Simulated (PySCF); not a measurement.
**C₄H₇B: runs on many settings**

Which settings matter for C₄H₇B (`B/C=C/C=C`), and how do bad ones show?

Computed with PySCF 2.14.0, with density-fitted response routines of our own, on a single molecule in the gas phase. Atoms count from 0, in the outputs and in this text.

## 1. The molecule as given

12 atoms, charge 0, multiplicity 1; geometry from: GFN2-xTB.

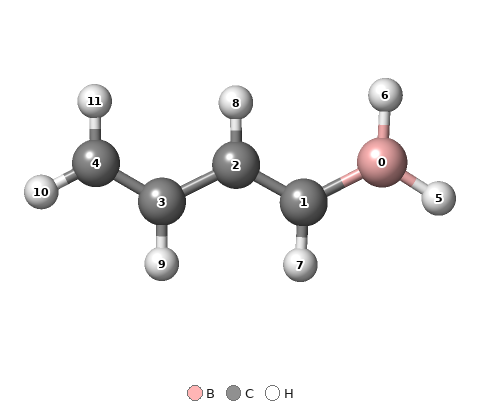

As it starts; boron pink, carbon grey, hydrogen white, atoms numbered; sticks join atoms by distance.

## 2. NMR shieldings: PBE0/pcSseg-1

What the job is given:

```
{"job": {"kind": "nmr", "xc": "PBE0", "basis": "pcSseg-1"}, "charge": 0, "multiplicity": 1}
B      2.522813    -0.015281    -0.369567
C      1.030700     0.000493    -0.726608
C      0.039580    -0.002216     0.188763
C     -1.365757     0.011302    -0.127689
C     -2.327104     0.009157     0.794192
H      3.332967    -0.016637    -1.213753
H      2.852118    -0.026209     0.753471
H      0.720723     0.013993    -1.767891
H      0.288002    -0.015591     1.243014
H     -1.623389     0.023675    -1.179596
H     -3.371255     0.019234     0.532076
H     -2.098200    -0.002607     1.847561
```

Method: GIAO PBE0/pcSseg-1 NMR shielding, non-relativistic, gas phase.

Started as:

```
$ OMP_NUM_THREADS=1 python probes_run.py task.json out
```

One launch serves the whole session: the jobs run in the order shown.

Log:

```text
coarse grid: 9776 points
cycle   1  E = -181.1069023790  dE =  4.128e-01  |g| = 3.182e-01  |ddm| = 2.991e+00
cycle   2  E = -181.1031547229  dE =  3.748e-03  |g| = 3.493e-01  |ddm| = 6.559e-01
cycle   3  E = -181.1361337553  dE = -3.298e-02  |g| = 9.980e-02  |ddm| = 3.850e-01
cycle   4  E = -181.1387637257  dE = -2.630e-03  |g| = 2.219e-02  |ddm| = 9.663e-02
cycle   5  E = -181.1388992403  dE = -1.355e-04  |g| = 6.144e-03  |ddm| = 2.732e-02
cycle   6  E = -181.1389118478  dE = -1.261e-05  |g| = 1.474e-03  |ddm| = 6.718e-03
cycle   7  E = -181.1389122716  dE = -4.238e-07  |g| = 7.655e-04  |ddm| = 1.798e-03
final grid: 93648 points
cycle   8  E = -181.1681684382  dE = -2.541e-05  |g| = 6.684e-03  |ddm| = 2.768e-02
cycle   9  E = -181.1681660099  dE =  2.428e-06  |g| = 7.333e-03  |ddm| = 1.288e-02
cycle  10  E = -181.1681806514  dE = -1.464e-05  |g| = 1.478e-03  |ddm| = 7.216e-03
cycle  11  E = -181.1681812388  dE = -5.874e-07  |g| = 2.008e-04  |ddm| = 1.289e-03
cycle  12  E = -181.1681812482  dE = -9.359e-09  |g| = 5.848e-05  |ddm| = 1.751e-04
cycle  13  E = -181.1681812491  dE = -8.531e-10  |g| = 1.668e-05  |ddm| = 5.565e-05
converged SCF energy = -181.1681812491

GIAO shielding tensors (ppm)
atom      isotropic    diamagn.    paramagn.     s11        s22        s33       span
  0 B       29.380     191.939    -162.559    -23.883    -16.176    128.201    152.084
  1 C       39.070     254.301    -215.231    -70.608     17.370    170.447    241.054
  2 C       13.788     256.289    -242.502    -90.548      1.168    130.743    221.291
  3 C       38.413     255.231    -216.819    -72.434     40.769    146.904    219.338
  4 C       49.452     253.943    -204.491    -62.344     49.289    161.409    223.754
  5 H       24.750      29.335      -4.585     19.621     26.940     27.690      8.069
  6 H       24.819      29.980      -5.161     18.386     27.990     28.080      9.694
  7 H       24.397      32.352      -7.955     20.185     24.550     28.455      8.271
  8 H       24.307      34.121      -9.814     21.000     24.001     27.920      6.920
  9 H       24.785      31.929      -7.143     22.347     23.838     28.171      5.824
 10 H       25.651      28.658      -3.008     23.144     25.300     28.508      5.365
 11 H       25.611      31.155      -5.544     22.568     25.420     28.846      6.277
```

Run time: 9.3 s. Hardware: 1 thread of Arm Neoverse V1, shared host; peak memory 0.54 GiB.

The references, computed at this level on geometries of the same kind, shield at (ppm): ¹H TMS 31.72, ¹³C TMS 186.9, ¹¹B BF3·OEt2 100.1. Their shielding less the atom's gives the shift. The references are single molecules in the gas phase. Atoms listed in one row are averaged.

```csv
atoms,environment,σ (ppm),δ (ppm),δ scaled to CDCl3
C2,alkene CH,13.8,173.1,167.1
C3,alkene CH,38.4,148.5,143.0
C1,alkene CH,39.1,147.9,142.4
C4,terminal =CH2 carbon,49.5,137.5,132.3
H8,hydrogen on an alkene CH,24.31,7.41,7.09
H7,hydrogen on an alkene CH,24.40,7.32,7.01
"H5, H6",hydrogen on a boron bonded to C,24.78,6.93,–
H9,hydrogen on an alkene CH,24.79,6.93,6.64
H11,hydrogen on a terminal =CH2 carbon,25.61,6.11,5.86
H10,hydrogen on a terminal =CH2 carbon,25.65,6.07,5.82
B0,"boron bonded to C, 2 H",29.4,70.7,–
```

The scaled column applies a straight-line fit of computed shieldings to shifts measured in CDCl3 (root-mean-square error 0.16 ppm for H, 1.9 ppm for C).

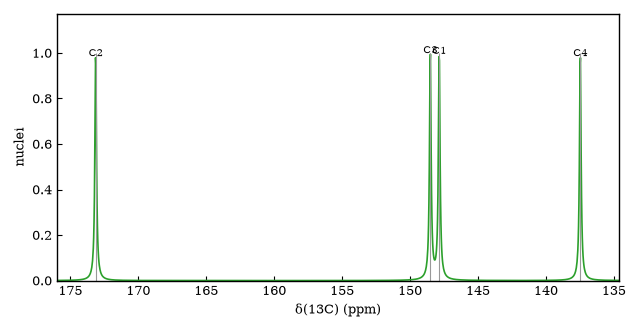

¹³C lines at the computed shifts, without couplings. Lines are broadened to a width of 0.14 ppm (Lorentzian).

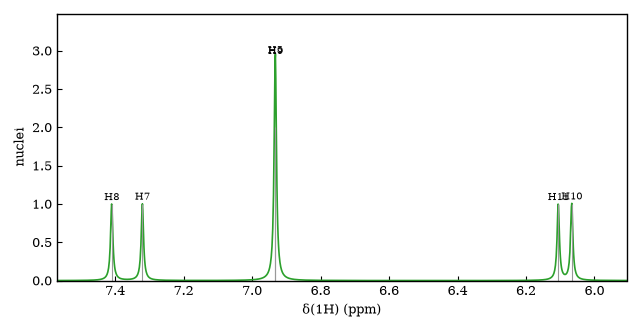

¹H lines at the computed shifts, without couplings. Lines are broadened to a width of 0.01 ppm (Lorentzian).

The run also stored atomic charges by several schemes (e):

```
atoms  Mulliken    IAO  Hirshfeld  ESP fit
   B0      0.19  -0.01       0.12     0.32
   C1     -0.31  -0.28      -0.12    -0.31
   C2     -0.09  -0.06       0.00    -0.04
   C3     -0.18  -0.14      -0.04    -0.09
   C4     -0.12  -0.28      -0.07    -0.39
```

Hirshfeld charges:

```
atom  value (e)
  B0       0.12
  C1      -0.12
  C2       0.00
  C3      -0.04
  C4      -0.07
  H5      -0.07
  H6      -0.07
  H7       0.04
  H8       0.05
  H9       0.05
 H10       0.06
 H11       0.05
```

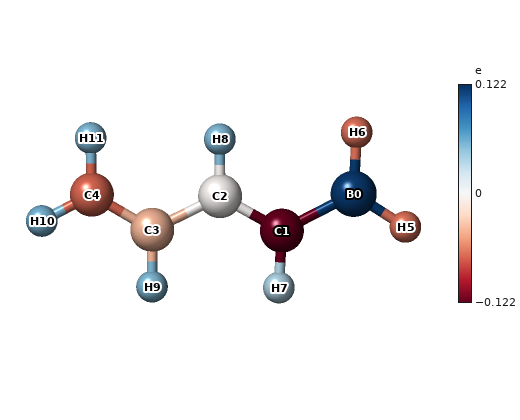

Hirshfeld charges, as colours on the atoms.

Mayer bond orders: B0–C1 1.08, C1–C2 1.71, C2–C3 1.10, C3–C4 1.87.

## 3. Ultraviolet spectrum: PBE0/def2-SVPD

Same as in step 2 but for these lines:

```diff
@@ -1,2 +1,2 @@
-{"job": {"kind": "nmr", "xc": "PBE0", "basis": "pcSseg-1"}, "charge": 0, "multiplicity": 1}
+{"job": {"kind": "uv", "xc": "PBE0", "basis": "def2-SVPD", "nstates": 6, "ntriplets": 2}, "charge": 0, "multiplicity": 1}
 B      2.522813    -0.015281    -0.369567
```

Method: TDDFT PBE0/def2-SVPD, vertical, gas phase, core orbitals frozen in the response.

Log:

```text
coarse grid: 9776 points
cycle   1  E = -181.0065941064  dE =  3.706e-01  |g| = 3.067e-01  |ddm| = 5.785e+00
cycle   2  E = -181.0019268776  dE =  4.667e-03  |g| = 3.417e-01  |ddm| = 1.303e+00
cycle   3  E = -181.0343279983  dE = -3.240e-02  |g| = 9.780e-02  |ddm| = 6.524e-01
cycle   4  E = -181.0369018516  dE = -2.574e-03  |g| = 2.387e-02  |ddm| = 1.809e-01
cycle   5  E = -181.0370652543  dE = -1.634e-04  |g| = 5.680e-03  |ddm| = 5.105e-02
cycle   6  E = -181.0370764027  dE = -1.115e-05  |g| = 1.465e-03  |ddm| = 1.551e-02
cycle   7  E = -181.0370768312  dE = -4.285e-07  |g| = 7.548e-04  |ddm| = 3.231e-03
final grid: 93648 points
cycle   8  E = -181.0660978443  dE = -2.468e-05  |g| = 6.435e-03  |ddm| = 1.698e-01
cycle   9  E = -181.0660948560  dE =  2.988e-06  |g| = 7.231e-03  |ddm| = 2.255e-02
cycle  10  E = -181.0661096325  dE = -1.478e-05  |g| = 1.464e-03  |ddm| = 1.293e-02
cycle  11  E = -181.0661102219  dE = -5.894e-07  |g| = 1.801e-04  |ddm| = 2.576e-03
cycle  12  E = -181.0661102296  dE = -7.710e-09  |g| = 5.567e-05  |ddm| = 4.833e-04
cycle  13  E = -181.0661102303  dE = -7.486e-10  |g| = 2.027e-05  |ddm| = 1.680e-04
converged SCF energy = -181.0661102303

Static polarisability (au): isotropic 74.442, principal 42.162 57.353 123.812

Singlet excitations
state   eV       nm        f      main configurations
  1   4.7805    259.4   0.67526   H->L 0.97
  2   5.1064    242.8   0.00007   H-1->L 0.97
  3   5.2898    234.4   0.00047   H-2->L 0.98
  4   6.5242    190.0   0.02916   H-3->L 0.67, H->L+1 0.27
  5   6.6650    186.0   0.00143   H-4->L 0.95
  6   7.1887    172.5   0.00055   H->L+2 0.93

Triplet excitations (Tamm-Dancoff, eV): 2.6326 4.6528
```

Run time: 12 s. Hardware: 1 thread of Arm Neoverse V1, shared host; peak memory 0.66 GiB.

The orbitals next to the gap, with their largest atomic shares:

| orbital | eV | atoms |
| --- | --- | --- |
| HOMO−3 | -9.84 | C3 29 %, C2 27 %, C4 16 % |
| HOMO−2 | -9.31 | B0 30 %, C1 23 %, H5 15 % |
| HOMO−1 | -9.08 | B0 38 %, H6 24 %, C1 14 % |
| HOMO | -7.36 | C1 26 %, C4 24 %, C3 17 % |
| LUMO | -2.37 | B0 26 %, C2 19 %, C4 17 % |
| LUMO+1 | 0.29 | B0 23 %, C3 23 %, C4 19 % |
| LUMO+2 | 0.94 | B0 30 %, C4 20 %, C3 11 % |

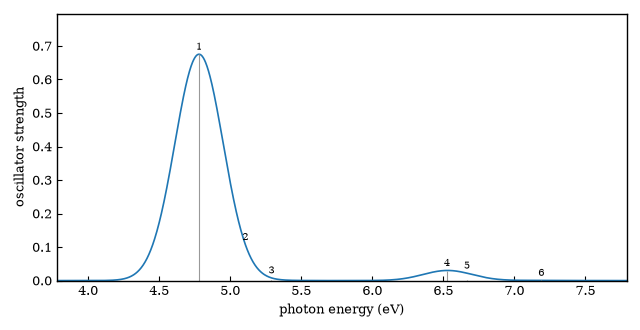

Absorption spectrum from the 6 singlet states computed; above the last one it falls off for lack of states. Lines are broadened to a width of 0.40 eV (Gaussian).

Further results of this job:

```
           property  computed
  dipole moment (D)      2.19
polarisability (Å³)     11.03
 HOMO–LUMO gap (eV)      4.99
      −ε(HOMO) (eV)      7.36
```

## 4. NMR shieldings: HSE06/cc-pVDZ

Same as in step 3 but for these lines:

```diff
@@ -1,2 +1,2 @@
-{"job": {"kind": "uv", "xc": "PBE0", "basis": "def2-SVPD", "nstates": 6, "ntriplets": 2}, "charge": 0, "multiplicity": 1}
+{"job": {"kind": "nmr", "xc": "HSE06", "basis": "cc-pVDZ", "pop": true}, "charge": 0, "multiplicity": 1}
 B      2.522813    -0.015281    -0.369567
```

Method: GIAO HSE06/cc-pVDZ NMR shielding, non-relativistic, gas phase.

Log:

```text
coarse grid: 9776 points
cycle   1  E = -181.1716083580  dE =  4.111e-01  |g| = 3.272e-01  |ddm| = 6.656e+00
cycle   2  E = -181.1598506054  dE =  1.176e-02  |g| = 3.851e-01  |ddm| = 1.571e+00
cycle   3  E = -181.2014252095  dE = -4.157e-02  |g| = 1.313e-01  |ddm| = 7.996e-01
cycle   4  E = -181.2064871910  dE = -5.062e-03  |g| = 2.382e-02  |ddm| = 2.307e-01
cycle   5  E = -181.2066485352  dE = -1.613e-04  |g| = 8.619e-03  |ddm| = 5.565e-02
cycle   6  E = -181.2066742137  dE = -2.568e-05  |g| = 2.268e-03  |ddm| = 1.934e-02
cycle   7  E = -181.2066754156  dE = -1.202e-06  |g| = 9.567e-04  |ddm| = 4.523e-03
final grid: 93648 points
cycle   8  E = -181.2158042634  dE = -2.445e-05  |g| = 6.275e-03  |ddm| = 6.128e-02
cycle   9  E = -181.2157974190  dE =  6.844e-06  |g| = 7.878e-03  |ddm| = 2.663e-02
cycle  10  E = -181.2158153231  dE = -1.790e-05  |g| = 1.784e-03  |ddm| = 1.482e-02
cycle  11  E = -181.2158162303  dE = -9.072e-07  |g| = 2.044e-04  |ddm| = 2.828e-03
cycle  12  E = -181.2158162409  dE = -1.058e-08  |g| = 6.122e-05  |ddm| = 4.590e-04
cycle  13  E = -181.2158162417  dE = -8.512e-10  |g| = 2.581e-05  |ddm| = 1.258e-04
converged SCF energy = -181.2158162417

GIAO shielding tensors (ppm)
atom      isotropic    diamagn.    paramagn.     s11        s22        s33       span
  0 B       45.953     199.810    -153.857     -3.058      5.034    135.883    138.941
  1 C       58.249     248.709    -190.460    -43.583     37.166    181.163    224.746
  2 C       34.212     253.628    -219.416    -62.818     21.276    144.178    206.996
  3 C       58.025     253.306    -195.281    -44.576     59.615    159.037    203.613
  4 C       68.127     253.801    -185.674    -34.785     65.214    173.951    208.737
  5 H       24.678      30.247      -5.569     19.589     26.681     27.765      8.176
  6 H       24.661      31.634      -6.973     18.465     27.431     28.088      9.623
  7 H       24.474      31.867      -7.393     20.085     24.853     28.484      8.400
  8 H       24.306      34.613     -10.306     20.761     24.185     27.973      7.212
  9 H       24.907      32.140      -7.233     22.166     24.248     28.306      6.140
 10 H       25.803      28.410      -2.607     23.201     25.562     28.645      5.443
 11 H       25.715      32.333      -6.619     22.651     25.642     28.852      6.202
```

It took 14 s on 1 thread of Arm Neoverse V1, shared host; peak memory 0.56 GiB.

In short: δ C2 164.4, C3 140.6, C1 140.4, C4 130.5, H8 7.44, H7 7.27 ppm.

## 5. NMR shieldings: PBE/6-31++G**

Same as in step 4 but for these lines:

```diff
@@ -1,2 +1,2 @@
-{"job": {"kind": "nmr", "xc": "HSE06", "basis": "cc-pVDZ", "pop": true}, "charge": 0, "multiplicity": 1}
+{"job": {"kind": "nmr", "xc": "PBE", "basis": "6-31++G**", "pop": true, "scf": {"diis": false, "max_cycle": 88}}, "charge": 0, "multiplicity": 1}
 B      2.522813    -0.015281    -0.369567
```

Method: GIAO PBE/6-31++G** NMR shielding, non-relativistic, gas phase.

Log:

```text
final grid: 93648 points
cycle   1  E = -181.1031170120  dE =  2.848e-01  |g| = 4.574e-01  |ddm| = 5.668e+00
cycle   2  E = -181.0271058886  dE =  7.601e-02  |g| = 6.594e-01  |ddm| = 1.091e+01
cycle   3  E = -180.6952460117  dE =  3.319e-01  |g| = 1.258e+00  |ddm| = 9.733e+00
cycle   4  E = -176.7666171194  dE =  3.929e+00  |g| = 2.681e+00  |ddm| = 2.548e+01
cycle   5  E = -140.1020611444  dE =  3.666e+01  |g| = 8.815e+00  |ddm| = 2.980e+01
cycle   6  E = -102.2572355490  dE =  3.784e+01  |g| = 1.121e+01  |ddm| = 1.592e+02
cycle   7  E = -76.6627763522  dE =  2.559e+01  |g| = 1.039e+01  |ddm| = 1.142e+02
cycle   8  E = 5.4381896103  dE =  8.210e+01  |g| = 1.406e+01  |ddm| = 1.640e+02
cycle   9  E = -47.3866254764  dE = -5.282e+01  |g| = 1.194e+01  |ddm| = 1.349e+02
cycle  10  E = 4.8555067787  dE =  5.224e+01  |g| = 1.410e+01  |ddm| = 1.237e+02
[... 68 cycles left out ...]
cycle  79  E = -0.5416873030  dE = -5.333e+00  |g| = 1.240e+01  |ddm| = 1.019e+02
cycle  80  E = 4.7912753437  dE =  5.333e+00  |g| = 1.383e+01  |ddm| = 1.019e+02
cycle  81  E = -0.5416873030  dE = -5.333e+00  |g| = 1.240e+01  |ddm| = 1.019e+02
cycle  82  E = 4.7912753437  dE =  5.333e+00  |g| = 1.383e+01  |ddm| = 1.019e+02
cycle  83  E = -0.5416873030  dE = -5.333e+00  |g| = 1.240e+01  |ddm| = 1.019e+02
cycle  84  E = 4.7912753437  dE =  5.333e+00  |g| = 1.383e+01  |ddm| = 1.019e+02
cycle  85  E = -0.5416873030  dE = -5.333e+00  |g| = 1.240e+01  |ddm| = 1.019e+02
cycle  86  E = 4.7912753437  dE =  5.333e+00  |g| = 1.383e+01  |ddm| = 1.019e+02
cycle  87  E = -0.5416873030  dE = -5.333e+00  |g| = 1.240e+01  |ddm| = 1.019e+02
cycle  88  E = 4.7912753437  dE =  5.333e+00  |g| = 1.383e+01  |ddm| = 1.019e+02
SCF not converged, last energy = 4.7912753437
```

Wall time 64 s (1 thread of Arm Neoverse V1, shared host); peak memory 0.49 GiB.

Why it failed: The SCF swings between two densities 5.33 Eh apart: plain iteration without DIIS overshoots. Cure: turn DIIS on. Numbers printed on the way are no properties of the molecule.

## 6. Shielding tensors: PBE0/pcSseg-1

Same as in step 5 but for these lines:

```diff
@@ -1,2 +1,2 @@
-{"job": {"kind": "nmr", "xc": "PBE", "basis": "6-31++G**", "pop": true, "scf": {"diis": false, "max_cycle": 88}}, "charge": 0, "multiplicity": 1}
+{"job": {"kind": "nmr", "xc": "PBE0", "basis": "pcSseg-1", "pop": true, "scf": {"conv": 0.01, "max_cycle": 54}}, "charge": 0, "multiplicity": 1}
 B      2.522813    -0.015281    -0.369567
```

Level: GIAO PBE0/pcSseg-1 NMR shielding, non-relativistic, gas phase.

Log:

```text
final grid: 93648 points
cycle   1  E = -181.1372619487  dE =  4.131e-01  |g| = 3.122e-01  |ddm| = 2.990e+00
cycle   2  E = -181.1335987520  dE =  3.663e-03  |g| = 3.431e-01  |ddm| = 6.471e-01
cycle   3  E = -181.1654762330  dE = -3.188e-02  |g| = 9.822e-02  |ddm| = 3.804e-01
cycle   4  E = -181.1680335333  dE = -2.557e-03  |g| = 2.210e-02  |ddm| = 9.602e-02
converged SCF energy = -181.1680335333

GIAO shielding tensors (ppm)
atom      isotropic    diamagn.    paramagn.     s11        s22        s33       span
  0 B       28.613     191.814    -163.201    -26.302    -17.413    129.554    155.856
  1 C       38.976     254.089    -215.113    -71.212     15.003    173.139    244.351
  2 C       13.308     256.576    -243.268    -90.140      1.520    128.543    218.683
  3 C       35.179     255.292    -220.112    -75.647     37.165    144.020    219.667
  4 C       47.230     254.367    -207.137    -64.081     47.594    158.178    222.259
  5 H       24.654      29.294      -4.640     19.480     26.852     27.630      8.150
  6 H       24.742      29.934      -5.192     18.243     27.915     28.069      9.825
  7 H       24.316      32.292      -7.976     20.109     24.406     28.434      8.325
  8 H       24.422      34.106      -9.685     20.973     24.374     27.918      6.946
  9 H       24.538      31.872      -7.335     21.744     23.580     28.289      6.545
 10 H       25.558      28.581      -3.023     22.972     25.093     28.610      5.639
 11 H       25.486      31.102      -5.616     22.341     25.191     28.926      6.585
```

Wall time 8.1 s (1 thread of Arm Neoverse V1, shared host); peak memory 0.57 GiB.

The run ended normally, but its values are not to be used for the molecule: the SCF threshold of 0.01 Eh is far too loose. Its shieldings differ from those of step 2 (PBE0/pcSseg-1) by up to 3 ppm (C3).

## 7. Comparing the runs: NMR shifts

Shifts (ppm) of some atoms, chosen among heavy atoms and hydrogens apart, means over like atoms, with basis size and wall time:

```
          run     C2     C3     C1     C4    H5    H9   H10  functions   time
PBE0/pcSseg-1  173.1  148.5  147.9  137.5  6.93  6.93  6.07        120  9.3 s
HSE06/cc-pVDZ  164.4  140.6  140.4  130.5  7.08  6.84  5.94        105   14 s
```

## 8. What came out

```
                                                              quantity                                            value
                                ¹³C shifts against TMS (PBE0/pcSseg-1)                   173.1, 148.5, 147.9, 137.5 ppm
¹H shifts against TMS (PBE0/pcSseg-1, means over atoms taken as alike)           7.41, 7.32, 6.93, 6.93, 6.11, 6.07 ppm
                           ¹¹B shifts against BF3·OEt2 (PBE0/pcSseg-1)                                         70.7 ppm
                                       lowest singlet (PBE0/def2-SVPD)                      4.78 eV (259 nm), f = 0.675
                                                        lowest triplet                                          2.63 eV
                                              range of the shift of C2                               164.4 to 173.1 ppm
                                         property runs in this session  5, of which 1 failed and 1 gave unsound results
```

Single values in the summary come from the first sound run of each kind (PBE0/pcSseg-1; PBE0/def2-SVPD), which need not be the best level. At PBE0/pcSseg-1: The widest tensor belongs to C1: span 241 ppm, with a paramagnetic part of -215 ppm. The lowest singlet, at 4.78 eV, is HOMO→LUMO 0.97 and is bright. The lowest triplet lies 2.15 eV below the lowest singlet (triplets in Tamm-Dancoff, singlets in full TDDFT). Among the atoms with a shift in every run: In ppm, C2 moves most: its shift spreads over 8.7 ppm, from 164.4 (HSE06/cc-pVDZ) to 173.1 (PBE0/pcSseg-1).
